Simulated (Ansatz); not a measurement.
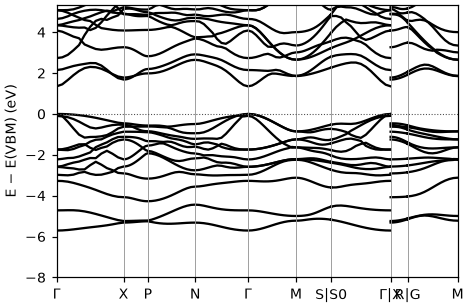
*Band structure from the program Ansatz at the r²SCAN level (PAW)*

Task: Read off the gap and where the band edges lie.

Result: About 1.4 eV (1.35 eV by a search for the band edges); maximum at Γ, minimum at Γ.

Task: Which of these materials gives this?
A) CdIn2Te4, I-4 (Cd on 2a, In on 2b, In on 2d, Te on 8g)
B) ZnCu2SiTe4, I-42m (Zn on 2a, Si on 2b, Cu on 4d, Te on 8i)
C) Rb2TeBr6, I4/m (Rb on 4d, Te on 2a, Br on 8h, Br on 4e)
D) C, I4/mmm (C on 8h)

Result: A, CdIn2Te4, I-4 (Cd on 2a, In on 2b, In on 2d, Te on 8g)

The workflow started from a Materials Project entry (that database holds measured and hypothetical structures alike); the Crystallography Open Database files this formula in space group No. 82, but the cells were not matched. Whether it is the stable phase at ambient conditions was not checked. The r²SCAN relaxation kept the symmetry of its start; whether a distortion lowers the energy is not shown. Spin–orbit coupling is left out wherever it is not named.

Potentials: the later of the program's two PAW sets.
